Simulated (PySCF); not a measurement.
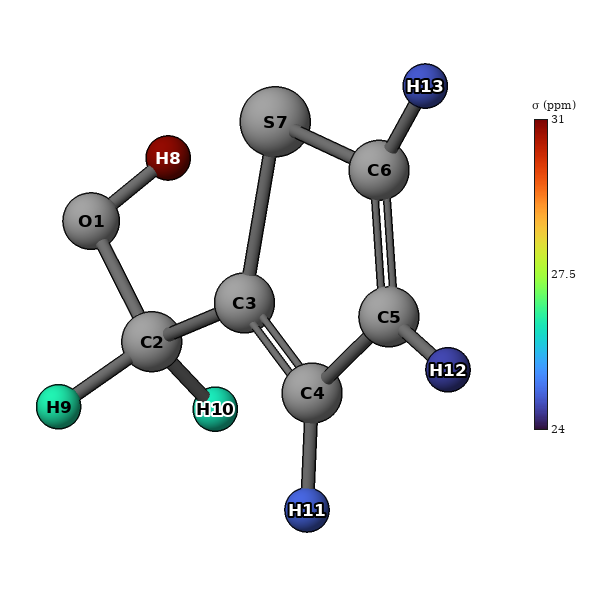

Atoms are coloured by their isotropic NMR shieldings (H only, the others grey). Geometry: an image of a reaction path computed with GFN2-xTB, not a minimum. Level of theory: GIAO PBE0/pcSseg-1 NMR shielding, non-relativistic, gas phase (PySCF 2.14.0).

Give the isotropic NMR shieldings of the H atoms atom by atom.

| atom | σ (ppm) |
| --- | --- |
| H8 | 30.82 |
| H9 | 26.45 |
| H10 | 26.34 |
| H11 | 24.81 |
| H12 | 24.50 |
| H13 | 24.68 |
